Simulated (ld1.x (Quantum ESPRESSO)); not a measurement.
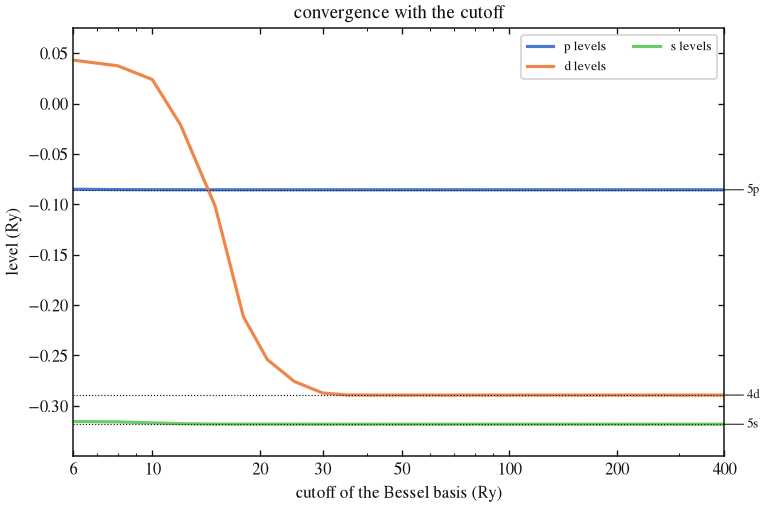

The pseudo-atom Hamiltonian at the reference potential is diagonalised in spherical Bessel functions (20 bohr box) up to the cutoff. Curves: the lowest levels of each channel that holds a bound state. Dotted lines: the all-electron valence levels.

| Item | Value |
| --- | --- |
| Element | molybdenum (Mo) |
| Generator | ld1.x (Quantum ESPRESSO) 7.5 |
| Type | norm-conserving RRKJ (Kleinman–Bylander form) |
| Functional | LDA (PZ) |
| Relativity | scalar-relativistic |
| Frozen core | [Kr] |
| Valence charge | 6 |
| Reference configuration | 4d5 5s1 5p0 |
| Partial waves | 5p (bound, empty): rc 3.10 bohr; 4d (bound): rc 2.15 bohr; 5s (bound): rc 2.85 bohr |
| Local potential | the s channel |
| Core correction | none |

Is there a ghost state?

Answer. No ghost state below the valence levels in the p, d, s, f channels. The curves of the valence states settle on the dotted lines.

Read the all-electron valence levels.

Answer. 5p: -0.09 Ry; 4d: -0.29 Ry; 5s: -0.32 Ry.

Which level is furthest from its value at the highest cutoff when the cutoff is lowest, 6 Ry?

Answer. 4d, by 0.33 Ry, against 0.00 Ry for 5s.
